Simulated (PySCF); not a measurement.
```xyz
17

C    -2.1141   -0.9993    1.1311
C    -2.5440   -0.4211    0.0257
C    -1.6803    0.3678   -0.9184
C    -0.4455    0.8846   -0.2572
N     0.7007    0.5757   -0.6563
Si    2.3042    0.8582   -0.1342
P     2.8867   -1.0867    0.8291
H    -2.7751   -1.5642    1.7659
H    -1.0839   -0.9405    1.4422
H    -3.5810   -0.5117   -0.2704
H    -1.4014   -0.2561   -1.7717
H    -2.2553    1.2209   -1.2918
H    -0.6294    1.5482    0.5969
H     2.5786    1.9044    0.8618
H     3.0039    1.1448   -1.3858
H     4.2412   -0.8775    0.6493
H     2.7874   -1.8355   -0.3271
```

Geometry: GFN2-xTB.

Theory: PBE0/pcSseg-1, SCF density, gas phase, non-relativistic in PySCF.

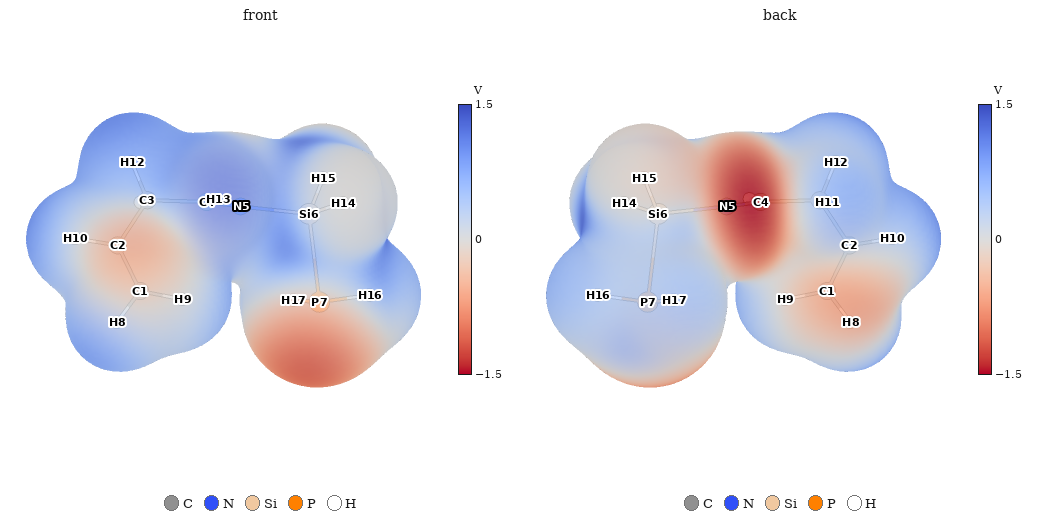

C₄H₁₀NPSi (SMILES C=CC/C=N/[SiH2]P). The molecular electrostatic potential painted on the density surface at 0.002 e/bohr³, seen from the front and from behind; the colour scale runs from red (negative) to blue (positive).

Q: Where is the surface potential most negative and most positive?

A: The most negative region (about −1.4 V, or −32 kcal/mol for a unit charge) lies over N5, the most positive (about +1.1 V, or +25 kcal/mol for a unit charge) over Si6. N5 is the likeliest acceptor of a hydrogen bond.
